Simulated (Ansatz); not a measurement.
**SiGeHO (doublet): correlated methods under varied settings**

Aim: run SiGeHO (doublet) at one geometry under a spread of methods and options, and see what each costs and gives.

The runs use Ansatz 0.2.0, Gaussian basis; the settings change from run to run.

28 further runs of the same task are left out: 13 that didn't finish, 15 set aside as unsound or not needed. Runs told in other sessions of the task aren't counted.

**1. What is computed**

The geometry is a PBE0/def2-TZVP stationary point (not a proven minimum) of the parent state, kept for this charge and spin. No spin-orbit coupling is included. The filled d shell of Ge may be among the frozen orbitals whatever the setting's name suggests.

4 atoms, charge 0, spin multiplicity 2.

Atoms are counted from 1 here; the program's logs count them from 0.

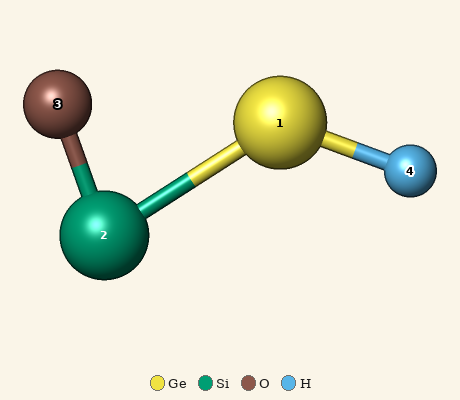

The geometry (germanium yellow, silicon teal, oxygen brown, hydrogen blue); atoms are numbered from 1 in the order of the file.

**2. BCCD(T)/STO-3G**

Input file in.yaml:

```yaml
crystal:
  periodic: [false, false, false]
  atoms:
    - {symbol: Ge, position_ang: [0.000000, -0.041029, 0.851607]}
    - {symbol: Si, position_ang: [0.000000, 0.618777, -1.421905]}
    - {symbol: O, position_ang: [0.000000, -0.956801, -1.503152]}
    - {symbol: H, position_ang: [0.000000, 0.902764, 2.107007]}
basis:
  gaussian: {orbitals: STO-3G}
magnetization: {spin_polarized: false, initial_magnetization: 1}
hamiltonian: {xc: {name: PBE0}}
correlation: {method: bccd_t, electrons: outside_noble_gas}
```

On the command line:

```
ansatz run in.yaml --threads 1 --pin off --events-out ev --progress --plain --max-ram 2393MiB
```

The log of the run, shortened:

```text
Functional definition: PBE0
  name "PBE0"
  cite "Adamo & Barone, J. Chem. Phys. 110, 6158 (1999) doi:10.1063/1.478522"
  cite "Perdew, Burke & Ernzerhof, Phys. Rev. Lett. 77, 3865 (1996) doi:10.1103/PhysRevLett.77.3865"
  parent pbe
[...]
358 factors; integrals over basis functions are off by at most 4.2e-5 eV
[...]
mean field -65671.27913735 eV, -2413.3749947059 hartree, gradient 5.7e-7 eV, S^2 0.750000; 8 other end points of the search recorded, 0 dependent functions left out
unrestricted determinant -65624.21667030 eV, -2411.6454809419 hartree, S^2 1.6764
20 core orbitals not correlated, not the lowest: weight in the atoms' cores, before any rotation towards them, 0.589 or more for the frozen orbitals, at most 0.475 for the correlated occupied ones
reference -65621.67428029 eV, -2411.5520498323 hartree; 8, 7 occupied and 5, 6 virtual orbitals, 358 factors
second order -4.36982846 eV of doubles, -0.37849320 eV of singles
cycle   1  -3.98471015 eV  change    7.5e-1 eV  update   1.9e-1
[...]
cycle  16  -4.74282810 eV  change    1.7e-5 eV  update   1.4e-5
perturbative correction -0.29431352 eV, -0.0108158225 hartree
WARN: in the space of 8 natural orbitals, full CI finds another state of this spin 0.755 eV below this run's state, or below the method's energy where it doesn't find this run's state
Total energy: -65626.71142191 eV, -2411.7371613726 hartree
```

Wall time 8.5 s (1 thread of Arm Neoverse V1, shared host).

From the report: correlation -5.0371 eV; largest double amplitude 0.11. The report marks this result as in doubt.

**3. CCSD on UHF/cc-pVDZ**

Input file in.yaml:

```yaml
crystal:
  periodic: [false, false, false]
  atoms:
    - {symbol: Ge, position_ang: [0.000000, -0.041029, 0.851607]}
    - {symbol: Si, position_ang: [0.000000, 0.618777, -1.421905]}
    - {symbol: O, position_ang: [0.000000, -0.956801, -1.503152]}
    - {symbol: H, position_ang: [0.000000, 0.902764, 2.107007]}
basis:
  gaussian: {orbitals: cc-pVDZ}
magnetization: {spin_polarized: true, initial_magnetization: 1}
correlation: {method: ccsd, electrons: outside_noble_gas}
scf: {lower_state_search: light}
```

The command is unchanged.

The log of the run, shortened:

```text
Functional definition: HF
  name "HF"
  cite "Fock, Z. Phys. 61, 126 (1930) doi:10.1007/BF01340294"
  parent pbe
[...]
683 factors; integrals over basis functions are off by at most 1.2e-3 eV
[...]
mean field -66385.33967821 eV, -2439.6162355750 hartree, gradient 2.5e-6 eV, S^2 1.744680; 36 other end points of the search recorded, 0 dependent functions left out
determinant -66385.33967821 eV, -2439.6162355750 hartree, with singles and doubles -66394.86428683 eV, -2439.9662584856 hartree
determinant -66385.33356105 eV, -2439.6160107735 hartree, with singles and doubles -66394.77372420 eV, -2439.9629303703 hartree
determinant -66385.18710790 eV, -2439.6106287194 hartree, with singles and doubles -66394.65433544 eV, -2439.9585429143 hartree
determinant -66385.05161610 eV, -2439.6056494875 hartree, with singles and doubles -66394.89148090 eV, -2439.9672578492 hartree
[...]
determinant -66384.99556471 eV, -2439.6035896371 hartree, with singles and doubles -66395.08553715 eV, -2439.9743892847 hartree
determinant -66384.96698955 eV, -2439.6025395191 hartree, with singles and doubles -66395.09926535 eV, -2439.9748937869 hartree
determinant -66384.32418220 eV, -2439.5789167848 hartree, with singles and doubles -66394.64223684 eV, -2439.9580982990 hartree
20 core orbitals not correlated: weight in the atoms' cores, before any rotation towards them, 1.000 or more for the frozen orbitals, at most 0.000 for the correlated occupied ones
reference -66384.96698955 eV, -2439.6025395191 hartree; 8, 7 occupied and 36, 37 virtual orbitals, 683 factors
second order -9.41247709 eV of doubles, -0.00000000 eV of singles
cycle   1  -10.13227354 eV  change    2.3e-6 eV  update   3.0e-6
WARN: the results are in doubt because among natural orbitals full CI differs from the method by -0.107 eV
Total energy: -66395.09926309 eV, -2439.9748937039 hartree
In doubt: among natural orbitals full CI differs from the method by -0.107 eV
```

It took 2 min on 1 thread of Arm Neoverse V1, shared host.

From the report: ⟨S²⟩ of the determinant 0.817 (pure doublet: 0.75); correlation -10.1323 eV; T1 0.045; largest double amplitude 0.08. Mind the lines of doubt at the end of the log.

**4. CCSD(T) on ROHF/cc-pVDZ**

Input file in.yaml:

```yaml
crystal:
  periodic: [false, false, false]
  atoms:
    - {symbol: Ge, position_ang: [0.000000, -0.041029, 0.851607]}
    - {symbol: Si, position_ang: [0.000000, 0.618777, -1.421905]}
    - {symbol: O, position_ang: [0.000000, -0.956801, -1.503152]}
    - {symbol: H, position_ang: [0.000000, 0.902764, 2.107007]}
basis:
  gaussian: {orbitals: cc-pVDZ, fitting: {mean_field: def2-universal-jkfit}}
magnetization: {spin_polarized: false, initial_magnetization: 1}
correlation: {method: ccsd_t, electrons: outside_noble_gas}
```

Launched as before.

The log of the run, shortened:

```text
Functional definition: HF
  name "HF"
  cite "Fock, Z. Phys. 61, 126 (1930) doi:10.1007/BF01340294"
  parent pbe
[...]
489 factors; integrals over basis functions are off by at most 3.8e-1 eV
[...]
mean field -66384.75067565 eV, -2439.5945901300 hartree, gradient 2.3e-6 eV, S^2 0.750000; 17 other end points of the search recorded, 0 dependent functions left out
[...]
determinant -66384.75067565 eV, -2439.5945901300 hartree, with singles and doubles -66395.04768960 eV, -2439.9729984132 hartree
determinant -66384.42731961 eV, -2439.5827070146 hartree, with singles and doubles -66394.77670469 eV, -2439.9630399012 hartree
determinant -66384.37988645 eV, -2439.5809638784 hartree, with singles and doubles -66394.95654785 eV, -2439.9696490157 hartree
determinant -66384.15103002 eV, -2439.5725535595 hartree, with singles and doubles -66394.61556871 eV, -2439.9571182634 hartree
[...]
determinant -66384.42731961 eV, -2439.5827070146 hartree, with singles and doubles -66395.00603978 eV, -2439.9714678106 hartree
determinant -66384.37988645 eV, -2439.5809638784 hartree, with singles and doubles -66395.03031114 eV, -2439.9723597664 hartree
determinant -66384.15103002 eV, -2439.5725535595 hartree, with no singles and doubles
[...]
unrestricted determinant -66385.33698611 eV, -2439.6161366421 hartree, S^2 1.7446
20 core orbitals not correlated: weight in the atoms' cores, before any rotation towards them, 1.000 or more for the frozen orbitals, at most 0.000 for the correlated occupied ones
reference -66384.75067565 eV, -2439.5945901300 hartree; 8, 7 occupied and 36, 37 virtual orbitals, 489 factors
second order -9.54284202 eV of doubles, -0.07958964 eV of singles
cycle   1  -10.34121221 eV  change    2.2e-6 eV  update   4.4e-6
perturbative correction -0.47238291 eV, -0.0173597518 hartree
Total energy: -66395.56427077 eV, -2439.9919824209 hartree
```

Wall time 79 s (1 thread of Arm Neoverse V1, shared host).

From the report: correlation -10.8136 eV; T1 0.062; largest double amplitude 0.08.

**5. The runs in one table**

 † marks a result that the program doubts.

```tsv
level	correlated	functions	energy (eV)	time
BCCD(T)/STO-3G (on PBE0 orbitals) †	outside noble gas	33	-65626.7114	8.5 s
CCSD on UHF/cc-pVDZ †	outside noble gas	64	-66395.0993	2 min
CCSD(T) on ROHF/cc-pVDZ	outside noble gas	64	-66395.5643	79 s
```

**6. What came out**

```
quantity                                       value
    runs                                           3
quickest  BCCD(T)/STO-3G (on PBE0 orbitals) †, 8.5 s
 slowest                CCSD on UHF/cc-pVDZ †, 2 min
```

In words: Total energies in different bases, with other cores or another treatment of relativity can't be set against each other. «valence» and «outside noble gas» are the program's key words; the logs give how many orbitals each freezes, and for Ga to Kr the 3d shell needn't follow the word's plain sense. CCSD on UHF/cc-pVDZ † took 14 times as long as BCCD(T)/STO-3G (on PBE0 orbitals) †; the jobs differ in more than the method.
